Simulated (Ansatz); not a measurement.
AlHO2···HCl

Input

```
crystal:
  periodic: [false, false, false]
  atoms:
    - { symbol: Al, position_ang: [0.0901, -0.1129, -0.3618] }
    - { symbol: Cl, position_ang: [0.1071, 0.0885, 2.2321] }
    - { symbol: O, position_ang: [1.2808, -1.1978, -0.1017] }
    - { symbol: H, position_ang: [1.0474, -0.8813, 1.1075] }
    - { symbol: O, position_ang: [-0.927, 0.7483, -1.2927] }
    - { symbol: H, position_ang: [-1.5985, 1.3552, -1.5834] }
magnetization:
  spin_polarized: true
basis:
  gaussian: { orbitals: "6-31G*" }
hamiltonian:
  xc: pbe
relax:
  f_tol: 0.15
  max_steps: 25
  restrain:
    - { distance: [3, 1], at: 1.33, k: 30.0 }
    - { distance: [0, 1], at: 3.53, k: 30.0 }
    - { distance: [3, 2], at: 2.27, k: 30.0 }
output:
  orbitals: {}
```

Run with:

```sh
ansatz run input.yaml --threads 2 --pin off --max-ram 3072MiB --backend cpu --events-out ev --progress --plain --runs-dir out
```

The fields are those of the relaxed geometry.

These are results of UKS PBE/6-31G* (Ansatz 0.2.0), not measurements.

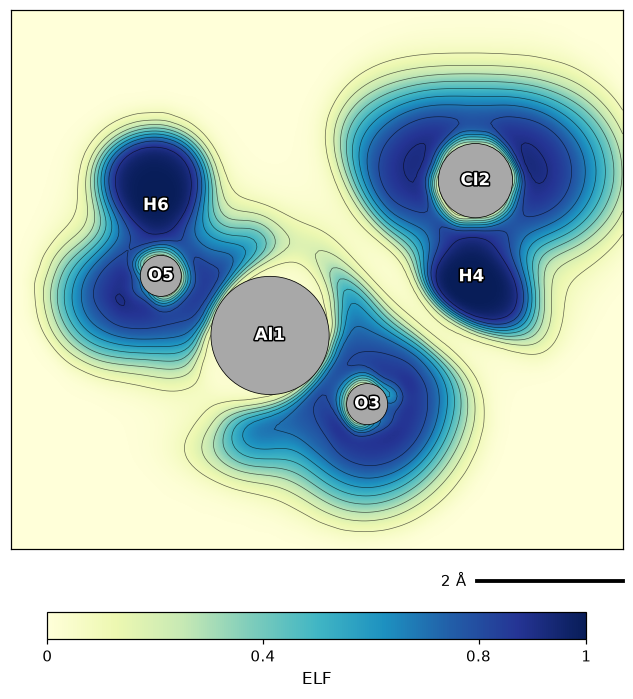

Figure 1. Electron localisation function on the molecular plane. Grey discs cover the atomic cores.

Q: What do the fields say about this system?

A:
- Atoms in the plane: Al, Cl, O and H.
- Al1···H4 (2.88 Å): the ELF dips to about 0.05 between them.
- Al–O (1.63 Å): the ELF peaks at about 0.80 in the valence shell of O, 0.6 Å from its nucleus, and is about 0.30 at the midpoint.
- O–H (0.98 Å): the ELF climbs to about 1 towards the hydrogen, as it does in any bond to H (a covalent bond by its length).
- Al–O (1.71 Å): the ELF peaks at about 0.85 in the valence shell of O, 0.6 Å from its nucleus, and is about 0.40 at the midpoint.
- Cl–H (1.32 Å): the ELF climbs to about 1 towards the hydrogen: a covalent bond by its length.
- The ELF also peaks beside O3, O5 and Cl2, away from the bonds: lone-pair regions.

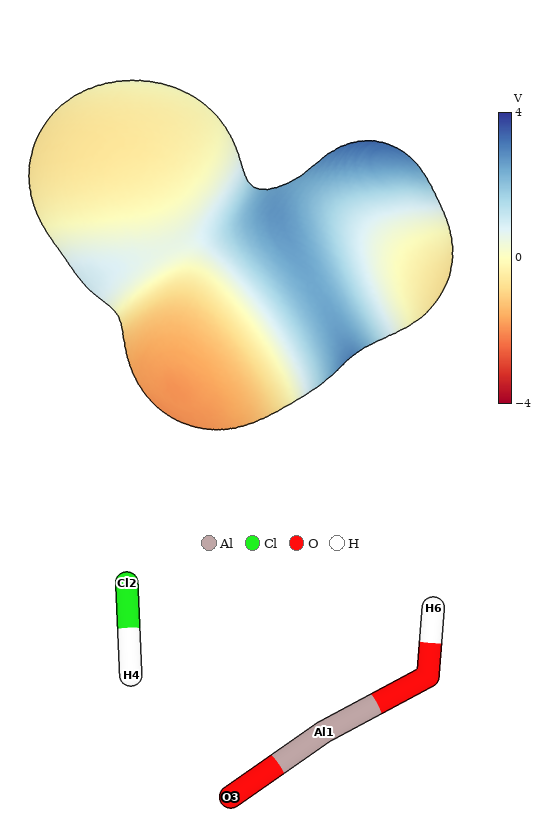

Figure 2. The electrostatic potential painted on the density surface at 0.002 e/bohr³, seen across its widest extent; red is negative and blue positive. The bare structure is drawn below in the same view.

Q: Which sites attract a positive test charge, and which a negative one?

A: A positive charge is drawn to the negative regions and a negative charge to the positive ones. The most negative region (about −1.9 V) lies over O3, the most positive (about +3.3 V) over H6. Cl2 shows a σ-hole: about +0.3 V at the tip opposite its bond, against about −0.3 V on its flanks. O3 is the likeliest acceptor of a hydrogen bond.

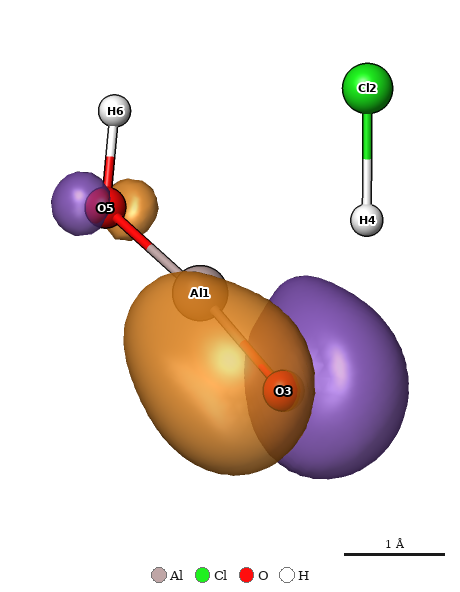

Figure 3. The HOMO at ±0.15 Å⁻³ᐟ² (orange and purple are the two phases), seen at an oblique angle.

Q: Describe this orbital and give its energy.

A: By Hirshfeld shares it lies mainly on O3 (about 80 %) and Al1 (about 20 %). Its energy is −6.26 eV.
